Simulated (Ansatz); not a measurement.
A series of calculations on CH$_{6}$O$_{2}$SSi

## 1. Relaxation

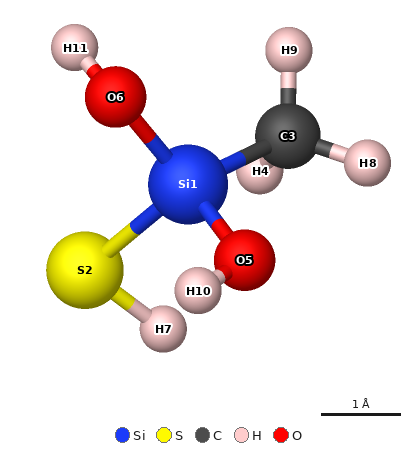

This is the input geometry for a relaxation of CH$_{6}$O$_{2}$SSi. The picture is a ball-and-stick view, seen from a free direction.

The run prepares an end point of a later path (reaction) calculation, from a guessed geometry.

Level of theory: RKS B3LYP-D4/6-31G* (Ansatz 0.2.0).

The input:
```yaml
crystal:
  periodic: [false, false, false]
  atoms:
    - { symbol: Si, position_ang: [-0.402217, 0.093873, 0.275452] }
    - { symbol: S, position_ang: [1.029386, 1.517264, 1.049405] }
    - { symbol: C, position_ang: [0.656312, -0.835677, -0.933945] }
    - { symbol: H, position_ang: [1.595759, -0.303473, -0.837546] }
    - { symbol: O, position_ang: [-1.658489, 0.812052, -0.516536] }
    - { symbol: O, position_ang: [-1.029412, -0.732042, 1.566566] }
    - { symbol: H, position_ang: [1.389569, 1.968067, -0.175557] }
    - { symbol: H, position_ang: [0.285676, -0.784984, -1.960414] }
    - { symbol: H, position_ang: [0.812558, -1.885272, -0.665088] }
    - { symbol: H, position_ang: [-2.257317, 1.33898, 0.034272] }
    - { symbol: H, position_ang: [-0.421925, -1.188888, 2.163389] }
basis:
  gaussian: { orbitals: "6-31G*" }
hamiltonian:
  xc: b3lyp
  dispersion: d4
relax:
  f_tol: 0.03
  max_steps: 50
```

Launched with:
```bash
ansatz run input.yaml --threads 2 --pin off --max-ram 3072MiB --backend cpu --events-out ev --progress --plain --runs-dir out
```

Q: Where does the relaxation end?

A: H4 moves most after the best rigid fit: 1.02 Å. Largest moves by element: H 1.02 Å, S 0.33 Å, O 0.15 Å, C 0.08 Å, Si 0.06 Å. Among the contacts that change: C3–H4 1.084 → 1.095 Å, Si1–S2 2.162 → 2.170 Å, Si1–C3 1.857 → 1.862 Å, Si1–O6 1.656 → 1.660 Å. Bond angles that change, for instance: S2–Si1–C3 100.7° → 111.3°, Si1–C3–H4 101.0° → 110.9°, C3–Si1–O5 109.8° → 105.7°. Groups turn about Si1–C3 by about 55°. The energy falls by 5.82 kcal/mol in 12 accepted moves (16 points after the start). Largest force component: 0.54 eV/Å at the start, 0.0097 eV/Å at the end. The line search rejected the trial steps at points 3, 7, 10, 15 of the run.

Step by step:

```csv
step,"E − E(0), kcal/mol","largest force component, eV/Å",note
0,0.00,0.5371,
1,-3.29,0.4043,
2,-3.94,0.4058,
3,-3.43,0.7960,rejected
4,-4.02,1.0336,
5,-4.58,0.0305,
6,-4.77,0.0826,
7,-4.63,0.5191,rejected
8,-4.94,0.0778,
9,-5.11,0.1821,
10,-5.09,0.4288,rejected
11,-5.30,0.1016,
12,-5.45,0.0797,
13,-5.59,0.1602,
14,-5.76,0.1235,
15,-5.06,0.4864,rejected
16,-5.82,0.0097,
```

The structure at the end:

```xyz
11

Si   -0.3507    0.1216    0.2547
S     0.9183    1.4952    1.3550
C     0.6261   -0.8410   -1.0046
H     1.1061   -0.1693   -1.7247
O    -1.5463    0.8834   -0.5930
O    -1.0771   -0.7949    1.4332
H     1.6188    1.9349    0.2877
H    -0.0436   -1.5065   -1.5599
H     1.4052   -1.4477   -0.5321
H    -2.1467    1.4323   -0.0681
H    -0.5102   -1.1081    2.1517
```

The end point in the same view:

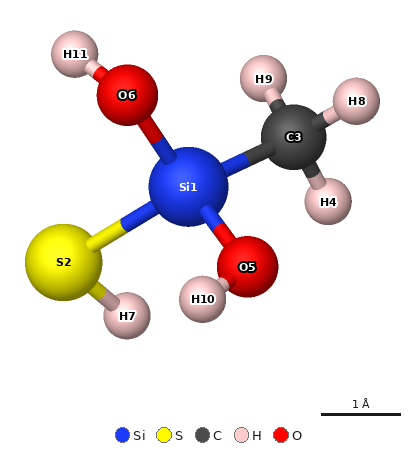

## 2. Relaxation

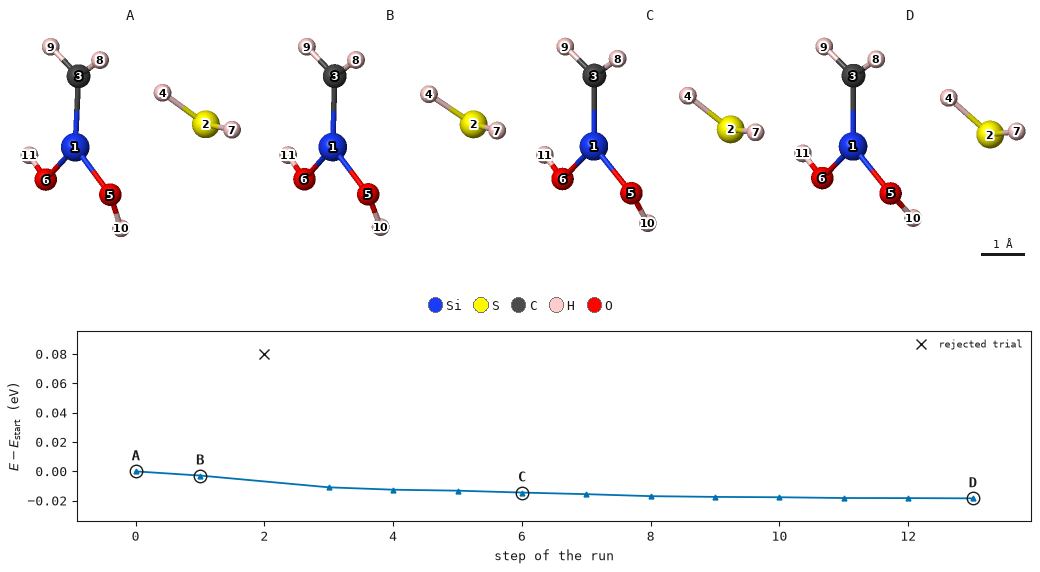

Frames of a relaxation of CH6O2SSi, marked on the history of the run. The picture is a ball-and-stick view, seen at a tilt.

The run prepares an end point of a later path (reaction) calculation, from a guessed geometry.

All numbers below come from RKS B3LYP-D4/6-31G* (Ansatz 0.2.0). Settings: no spin polarisation; force threshold 0.03 eV/Å; at most 50 steps.

Describe the path.

Answer. After 12 accepted moves (13 points after the start) the energy has fallen by 0.018 eV. The largest force component goes from 0.16 to 0.025 eV/Å. The line search rejected the trial step at point 2 of the run. H10 moves most after the best rigid fit: 0.40 Å. By element the largest moves are H 0.40 Å, S 0.27 Å, C 0.12 Å, O 0.09 Å, Si 0.06 Å. Near-neighbour distances that change, for instance: S2–H4 1.367 → 1.362 Å, Si1–O6 1.645 → 1.649 Å. Groups turn about Si1–O5 by about 20°. From step 0 to 1: S2 moves most (0.19 Å), energy −0.003 eV. From step 1 to 6: H10 moves most (0.23 Å), energy −0.012 eV. From step 6 to 13: H10 moves most (0.18 Å), energy −0.004 eV.

Limits of the set-up: the start holds two separate molecules, 2.4 Å apart at their closest, whose relative position is a soft coordinate.

## 3. Path

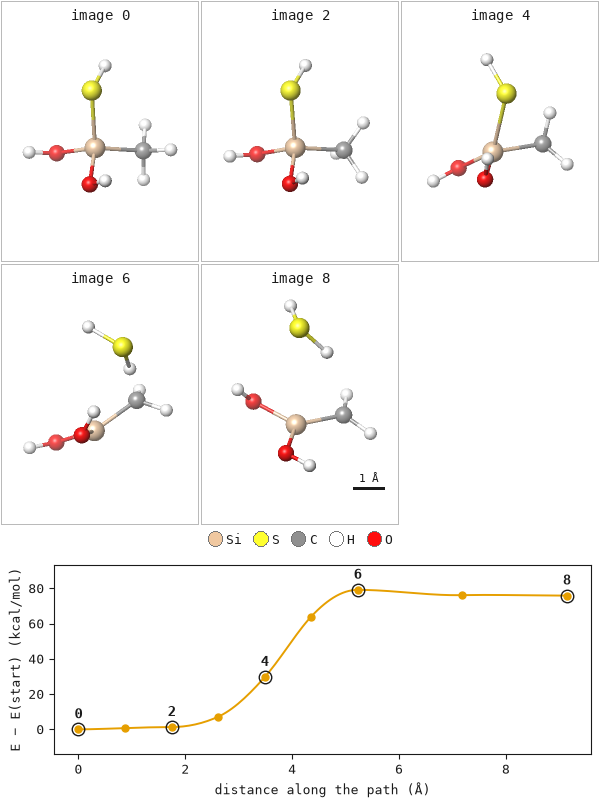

NEB run on CH₆O₂SSi. Images are numbered from 0 (start) to 8 (end). A ball-and-stick model, seen from a free direction.

Method: Ansatz 0.2.0, RKS B3LYP-D4/6-31G*. Settings: 7 movable images; climbing image; force threshold 0.05 eV/Å; iteration limit 60; starting path through a guess of the saddle point.

Read off the barrier and say what moves.

Answer. The highest point, image 6, lies 79.2 kcal/mol above the start and 3.3 kcal/mol above the end; the end is at +75.9 kcal/mol relative to the start. Breaking: C–H (1.10 → 2.66 Å), S–Si (2.17 → 3.54 Å). Forming: H–S (3.51 → 1.36 Å). The band converged in 23 iterations, with a climbing image at the top.

Cost: 6.4 min on 2 threads of Intel(R) Xeon(R) Platinum 8488C (Sapphire Rapids), on a shared host, peak memory 0.23 GiB.
